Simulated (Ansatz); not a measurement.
**the pair B2H5···H at 6 levels**

Wanted: a comparison of 6 runs (UHF/STO-3G, B3LYP/STO-3G, MP2/STO-3G, UMP2/STO-3G, CCSDT/STO-3G, CCSDTQ/STO-3G) of the pair B2H5···H. 

Program for the calculation: Ansatz 0.2.0.

29 further runs of the same task are left out: 29 set aside as unsound or not needed.

**1. The system as given**

B2H6: 8 atoms, total charge 0, spin state singlet. The H3–B1 distance was set to 1.761 Å, away from the relaxed value.

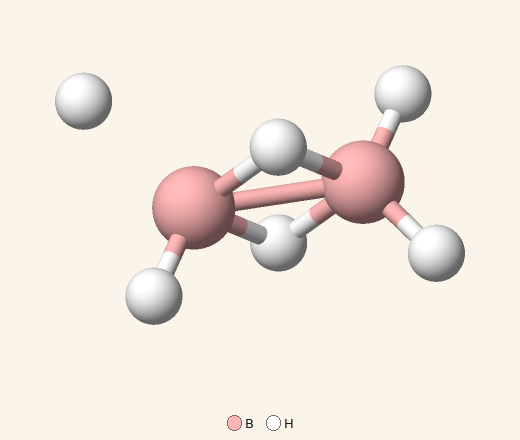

The structure, seen from a chosen angle (boron pink, hydrogen white).

**2. A single-point energy at UHF/STO-3G (run 1)**

Input file input.yaml:

```yaml
crystal:
  periodic: [false, false, false]
  atoms:
    - {symbol: B, position_ang: [0.587632, -0.480571, -0.194759]}
    - {symbol: H, position_ang: [1.423602, -1.013171, -0.824199]}
    - {symbol: H, position_ang: [0.361730, -0.994490, 1.474260]}
    - {symbol: H, position_ang: [0.704972, 0.822379, -0.270709]}
    - {symbol: B, position_ang: [-0.437358, 0.823359, -0.917769]}
    - {symbol: H, position_ang: [-1.272628, 1.356549, -0.288469]}
    - {symbol: H, position_ang: [-0.285198, 1.165579, -2.030109]}
    - {symbol: H, position_ang: [-0.555638, -0.480471, -0.842689]}
basis:
  gaussian:
    orbitals: STO-3G
magnetization:
  spin_polarized: true
  initial_magnetization: 0
hamiltonian:
  xc: hf
accuracy: high
```

Started as:

```
$ ansatz run input.yaml --threads 1 --pin off --max-ram 2610MiB --events-out events.jsonl --progress --plain --runs-dir runs
```

Output:

```text
Warning: RAYON_NUM_THREADS=1 ignored (pool sized by the plan → 1); use --threads N
Functional definition: HF
  name "HF"
  exchange = exact_x
  correlation = 0
273 factors; integrals over basis functions are off by at most 1.1e-8 eV
mean field evaluation 1: about -1414.4251 eV, gradient 1.3e1 eV
mean field evaluation 2: about -1414.4470 eV, gradient 1.3e1 eV
mean field evaluation 4: about -1416.1252 eV, gradient 8.8e-1 eV
mean field evaluation 8: about -1416.1315 eV, gradient 5.3e-6 eV
mean field evaluation 16: about -1416.1550 eV, gradient 1.8e-2 eV
mean field evaluation 32: about -1415.9672 eV, gradient 1.8e0 eV
mean field evaluation 64: about -1416.1315 eV, gradient 1.2e-3 eV
mean field -1416.15146334 eV, -52.0426063759 hartree, gradient 3.5e-8 eV, S^2 0.121175; 4 other end points of the search recorded, 0 dependent functions left out
reference -1416.15146334 eV, -52.0426063759 hartree; 8, 8 occupied and 8, 8 virtual orbitals, 273 factors
Total energy: -1416.15146334 eV, -52.0426063759 hartree
```

Run time: 0.12 s. Hardware: 1 thread of Arm Neoverse V2, shared host.

**3. A single-point energy at B3LYP/STO-3G (run 2)**

Input file job.yaml:

```yaml
basis:
  gaussian: {orbitals: STO-3G}
crystal:
  periodic: [false, false, false]
  atoms:
    - {symbol: B, position_ang: [0.587632, -0.480571, -0.194759]}
    - {symbol: H, position_ang: [1.423602, -1.013171, -0.824199]}
    - {symbol: H, position_ang: [0.361730, -0.994490, 1.474260]}
    - {symbol: H, position_ang: [0.704972, 0.822379, -0.270709]}
    - {symbol: B, position_ang: [-0.437358, 0.823359, -0.917769]}
    - {symbol: H, position_ang: [-1.272628, 1.356549, -0.288469]}
    - {symbol: H, position_ang: [-0.285198, 1.165579, -2.030109]}
    - {symbol: H, position_ang: [-0.555638, -0.480471, -0.842689]}
hamiltonian: {xc: {name: B3LYP}}
accuracy: high
```

Started as:

```
$ ansatz run job.yaml --threads 1 --pin off --max-ram 2610MiB --events-out events.jsonl --progress --plain --runs-dir runs
```

Output:

```text
Warning: RAYON_NUM_THREADS=1 ignored (pool sized by the plan → 1); use --threads N
Functional definition: B3LYP
  name "B3LYP"
  parameter a0 = 0.2
  parameter ax = 0.72
  parameter ac = 0.81
  exchange = (1 - a0 - ax)*slater_x + ax*b88_x + a0*exact_x
  correlation = (1 - ac)*vwn_rpa_c + ac*lyp_c
273 factors; integrals over basis functions are off by at most 1.1e-8 eV
mean field evaluation 1: about -1429.0617 eV, gradient 1.4e1 eV
mean field evaluation 2: about -1428.9841 eV, gradient 1.4e1 eV
mean field evaluation 4: about -1429.9024 eV, gradient 4.5e-1 eV
mean field evaluation 8: about -1429.7955 eV, gradient 4.4e-3 eV
mean field evaluation 16: about -1429.7955 eV, gradient 2.4e-8 eV
mean field -1429.79552379 eV, -52.5440163490 hartree, gradient 2.4e-8 eV, S^2 0.000000; 0 other end points of the search recorded, 0 dependent functions left out
reference -1429.79555158 eV, -52.5440173704 hartree; 8, 8 occupied and 8, 8 virtual orbitals, 273 factors
Total energy: -1429.79555158 eV, -52.5440173704 hartree
```

Run time: 1 s. Hardware: 1 thread of Arm Neoverse V2, shared host; peak memory 0.094 GiB.

Runs 3 to 5 aren't shown in full; the table further down has their settings and results.

**4. The energy at CCSDTQ/STO-3G (run 6)**

Input file run.yaml:

```yaml
crystal:
  periodic: [false, false, false]
  atoms:
    - symbol: B
      position_ang: [0.587632, -0.480571, -0.194759]
    - symbol: H
      position_ang: [1.423602, -1.013171, -0.824199]
    - symbol: H
      position_ang: [0.361730, -0.994490, 1.474260]
    - symbol: H
      position_ang: [0.704972, 0.822379, -0.270709]
    - symbol: B
      position_ang: [-0.437358, 0.823359, -0.917769]
    - symbol: H
      position_ang: [-1.272628, 1.356549, -0.288469]
    - symbol: H
      position_ang: [-0.285198, 1.165579, -2.030109]
    - symbol: H
      position_ang: [-0.555638, -0.480471, -0.842689]
basis:
  gaussian:
    orbitals: STO-3G
correlation:
  method: ccsdtq
  frozen_orbitals: {B: 1, H: 0}
accuracy: high
scf:
  omitted_lower_state_checks: [cluster_reference, increment]
```

Started as:

```
$ ansatz run run.yaml --threads 1 --pin off --max-ram 2610MiB --events-out events.jsonl --progress --plain --runs-dir runs
```

Output (excerpt; [...] marks lines left out):

```text
Warning: RAYON_NUM_THREADS=1 ignored (pool sized by the plan → 1); use --threads N
[... 2 set-up lines as earlier in the session ...]
[...]
273 factors; integrals over basis functions are off by at most 1.1e-8 eV
[...]
mean field -1416.13151023 eV, -52.0418731127 hartree, gradient 1.0e-8 eV, S^2 0.000000; 0 other end points of the search recorded, 0 dependent functions left out; unrestricted orbitals would lower it
2 core orbitals not correlated: weight in the atoms' cores, before any rotation towards them, 1.000 or more for the frozen orbitals, at most 0.000 for the correlated occupied ones
reference -1416.13151023 eV, -52.0418731127 hartree; 6, 6 occupied and 8, 8 virtual orbitals, 273 factors
second order -2.89081401 eV of doubles, -0.00000000 eV of singles
cycle   1  -3.65637942 eV  change   -7.7e-1 eV  update   7.9e-2
[...]
cycle  21  -4.16097186 eV  change   4.0e-10 eV  update  4.0e-10
Total energy: -1420.29248210 eV, -52.1947860082 hartree
Checks for a lower state left out: cluster_reference, increment
```

Wall time 3.3 s (1 thread of Arm Neoverse V2, shared host); peak memory 0.11 GiB.

**5. The series**

```csv
run,level,frozen core orbitals,energy (Eh),wall time
1,UHF/STO-3G,–,-52.042606,0.12 s
2,B3LYP/STO-3G,–,-52.544017,1 s
3,MP2/STO-3G,2,-52.148109,0.08 s
4,UMP2/STO-3G,2,-52.141763,0.1 s
5,CCSDT/STO-3G,2,-52.194771,0.2 s
6,CCSDTQ/STO-3G,2,-52.194786,3.3 s
```

**6. Outcome**

| quantity | value |
| --- | --- |
| run 6: total energy | -52.19479 Eh |
| run 6: correlation energy (2 core orbitals frozen) | -152.9 mEh |
| run 6: T1 diagnostic | 0.005 |

Below the UHF energy at the same shape and in the same basis (STO-3G): MP2 -105.5 mEh; UMP2 -99.2 mEh; CCSDT -152.2 mEh; CCSDTQ -152.2 mEh. Some of these start from another determinant than that one, so these aren't their correlation energies. In runs 3, 5, 6 the log says that unrestricted orbitals would lower the reference, so the values rest on an unstable closed-shell determinant (other closed-shell runs at this shape may share the fault). In runs 1, 2, 3, 4, 5, 6 the basis is minimal, so the values are rough. Spin contamination of the reference: run 1 ⟨S²⟩ = 0.12, run 4 ⟨S²⟩ = 0.12. All runs together took 4.8 s, the longest 3.3 s.
